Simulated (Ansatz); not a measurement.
# doublet [H2O2]+ at 6 levels

Wanted: a comparison of 6 runs (U-wB97M-V/STO-3G, UB2PLYP/STO-3G, UB3LYP/STO-3G, UBHLYP/STO-3G, RPA@PBE/STO-3G, FCI/STO-3G) of doublet [H2O2]+. 

Program for the calculation: Ansatz 0.2.0.

36 further runs of the same task are left out: 9 that didn't finish, 27 set aside as unsound or not needed.

### Step 1. The molecule

[H2O2]+: 4 atoms, total charge +1, spin state doublet. As SMILES of the parent species, `OO`. The coordinates come from a PBE0-D4/def2-TZVP relaxation. That shape belongs to the parent species and isn't relaxed for this state.

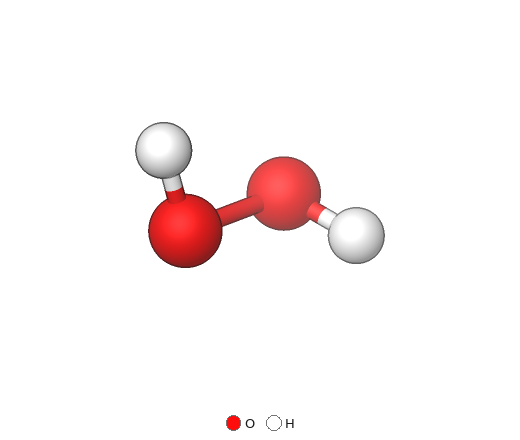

Viewed from a chosen angle; oxygen red, hydrogen white.

### Step 2. The energy at U-wB97M-V/STO-3G (run 1)

Input file run.yaml:

```yaml
crystal:
  periodic: [false, false, false]
  atoms:
    - {symbol: O, position_ang: [-0.486800, -0.581100, 0.030600]}
    - {symbol: O, position_ang: [0.048300, 0.728400, 0.206900]}
    - {symbol: H, position_ang: [0.186400, -1.117000, 0.467400]}
    - {symbol: H, position_ang: [0.252100, 0.969800, -0.704900]}
basis:
  gaussian:
    orbitals: STO-3G
total_charge: 1
hamiltonian:
  xc: {name: wB97M-V}
accuracy: high
magnetization:
  spin_polarized: true
  initial_magnetization: 1
```

On the command line:

```bash
ansatz run run.yaml --threads 1 --pin off --max-ram 2610MiB --events-out events.jsonl --progress --plain --runs-dir runs
```

Log:

```text
Warning: RAYON_NUM_THREADS=1 ignored (pool sized by the plan → 1); use --threads N
Functional definition: wB97M-V
  name "wB97M-V"
  parameter omega = 0.3/bohr
  parameter cx = 0.15
  parameter cx01 = 1.007
  parameter cx10 = 0.259
  parameter css00 = 0.443
  parameter css04 = -1.437
  parameter css10 = -4.535
  parameter css20 = -3.390
  parameter css43 = 4.278
  parameter cos00 = 1.000
  parameter cos10 = 1.358
  parameter cos20 = 2.924
  parameter cos21 = -8.812
  parameter cos60 = -1.390
  parameter cos61 = 9.142
  parameter b = 6.0
  parameter c = 0.01
  gx(w, u) = 1 - cx + cx01*u + cx10*w
  gss(w, u) = css00 + css04*u^4 + css10*w + css20*w^2 + css43*w^4*u^3
  gos(w, u) = cos00 + cos10*w + (cos20 + cos21*u)*w^2 + (cos60 + cos61*u)*w^6
  exchange = spin_sum(e_x_unif_sr(omega)*gx(b97_w, b97_u_x)) + cx*exact_x_sr(omega) + exact_x_lr(omega)
  correlation = spin_sum(e_c_pw_mod_same_spin*gss(b97_w, b97_u_same))
      + integral(e_c_pw_mod_opposite_spin*gos(b97_w_opposite, b97_u_opposite)) + vv10(b, c)
188 factors; integrals over basis functions are off by at most 3.5e-8 eV
101 factors; integrals over basis functions are off by at most 4.2e-10 eV
mean field evaluation 1: about -4057.6932 eV, gradient 7.8e0 eV
mean field evaluation 2: about -4058.2122 eV, gradient 1.3e0 eV
mean field evaluation 4: about -4058.2036 eV, gradient 2.9e-1 eV
mean field evaluation 8: about -4058.2048 eV, gradient 1.5e-2 eV
mean field evaluation 16: about -4058.2048 eV, gradient 8.0e-5 eV
mean field evaluation 32: about -4057.4420 eV, gradient 5.8e0 eV
mean field -4058.20479181 eV, -149.1362753489 hartree, gradient 5.3e-8 eV, S^2 0.750377; 2 other end points of the search recorded, 0 dependent functions left out
reference -4058.20479355 eV, -149.1362754128 hartree; 9, 8 occupied and 3, 4 virtual orbitals, 188 factors
Total energy: -4058.20479355 eV, -149.1362754128 hartree
```

Run time: 13 s. Hardware: 1 thread of Arm Neoverse V2, shared host; peak memory 0.35 GiB.

### Step 3. A single-point energy at UB2PLYP/STO-3G (run 2)

Input file in.yaml:

```yaml
crystal:
  periodic: [false, false, false]
  atoms:
    - {symbol: O, position_ang: [-0.486800, -0.581100, 0.030600]}
    - {symbol: O, position_ang: [0.048300, 0.728400, 0.206900]}
    - {symbol: H, position_ang: [0.186400, -1.117000, 0.467400]}
    - {symbol: H, position_ang: [0.252100, 0.969800, -0.704900]}
basis:
  gaussian: {orbitals: STO-3G}
total_charge: 1
magnetization: {spin_polarized: true, initial_magnetization: 1}
hamiltonian: {xc: {name: B2PLYP}}
correlation: {frozen_orbitals: {H: 0, O: 1}}
accuracy: high
```

On the command line:

```bash
ansatz run in.yaml --threads 1 --pin off --max-ram 2610MiB --events-out events.jsonl --progress --plain --runs-dir runs
```

Log, cut to the lines that bear on the results:

```text
Warning: RAYON_NUM_THREADS=1 ignored (pool sized by the plan → 1); use --threads N
Functional definition: B2PLYP
  name "B2PLYP"
[...]
188 factors; integrals over basis functions are off by at most 3.5e-8 eV
[...]
mean field -4051.83481154 eV, -148.9021828918 hartree, gradient 2.8e-8 eV, S^2 0.755186; 2 other end points of the search recorded, 0 dependent functions left out
2 core orbitals not correlated: weight in the atoms' cores, before any rotation towards them, 1.000 or more for the frozen orbitals, at most 0.000 for the correlated occupied ones
reference -4051.83482474 eV, -148.9021833768 hartree; 7, 6 occupied and 3, 4 virtual orbitals, 188 factors
second order -3.86991885 eV of doubles, -0.00000000 eV of singles
Total energy: -4052.87970283 eV, -148.9405819384 hartree
```

Wall time 1.9 s (1 thread of Arm Neoverse V2, shared host); peak memory 0.11 GiB.

Runs 3 to 5 aren't shown in full; the table further down has their settings and results.

### Step 4. A single-point energy at FCI/STO-3G (run 6)

Input file molecule.yaml:

```yaml
crystal:
  periodic: [false, false, false]
  atoms:
    - {symbol: O, position_ang: [-0.486800, -0.581100, 0.030600]}
    - {symbol: O, position_ang: [0.048300, 0.728400, 0.206900]}
    - {symbol: H, position_ang: [0.186400, -1.117000, 0.467400]}
    - {symbol: H, position_ang: [0.252100, 0.969800, -0.704900]}
basis:
  gaussian:
    orbitals: STO-3G
magnetization:
  spin_polarized: true
  initial_magnetization: 1
total_charge: 1
correlation:
  method: fci
  frozen_orbitals: {H: 0, O: 1}
accuracy: high
```

On the command line:

```bash
ansatz run molecule.yaml --threads 1 --pin off --max-ram 2610MiB --events-out events.jsonl --progress --plain --runs-dir runs
```

Log:

```text
Warning: RAYON_NUM_THREADS=1 ignored (pool sized by the plan → 1); use --threads N
Functional definition: HF
  name "HF"
  exchange = exact_x
  correlation = 0
188 factors; integrals over basis functions are off by at most 3.5e-8 eV
mean field evaluation 1: about -4038.6624 eV, gradient 6.3e0 eV
mean field evaluation 2: about -4038.7646 eV, gradient 6.4e0 eV
mean field evaluation 4: about -4039.0856 eV, gradient 2.9e-1 eV
mean field evaluation 8: about -4039.0876 eV, gradient 6.7e-2 eV
mean field evaluation 16: about -4039.9925 eV, gradient 5.4e-2 eV
mean field evaluation 32: about -4039.9925 eV, gradient 1.7e-6 eV
mean field -4039.99258114 eV, -148.4669889515 hartree, gradient 2.6e-8 eV, S^2 0.778568; 2 other end points of the search recorded, 0 dependent functions left out
2 core orbitals not correlated: weight in the atoms' cores, before any rotation towards them, 1.000 or more for the frozen orbitals, at most 0.000 for the correlated occupied ones
reference -4039.90843826 eV, -148.4638967576 hartree; 7, 6 occupied and 3, 4 virtual orbitals, 188 factors
state -4043.34907708 eV, -148.5903379024 hartree
Total energy: -4043.34907708 eV, -148.5903379024 hartree
```

Wall time 0.26 s (1 thread of Arm Neoverse V2, shared host).

### Step 5. Overview of the runs

```
run             level  frozen core orbitals  energy (Eh)   ⟨S²⟩  wall time
  1  U-wB97M-V/STO-3G                     –  -149.136275  0.750       13 s
  2    UB2PLYP/STO-3G                     2  -148.940582  0.755      1.9 s
  3     UB3LYP/STO-3G                     –  -149.128372  0.750     0.86 s
  4     UBHLYP/STO-3G                     –  -149.063825  0.753      1.8 s
  5    RPA@PBE/STO-3G                     2  -148.674975  0.750     0.88 s
  6        FCI/STO-3G                     2  -148.590338      –     0.26 s
```

### Step 6. Outcome

| quantity | value |
| --- | --- |
| run 6: total energy | -148.59034 Eh |
| run 6: correlation energy (2 core orbitals frozen) | -126.4 mEh |

What this shows: Totals of different functionals can't be ranked against each other. In runs 1, 2, 3, 4, 5, 6 the basis is minimal, so the values are rough. All runs together took 19 s, the longest 13 s.
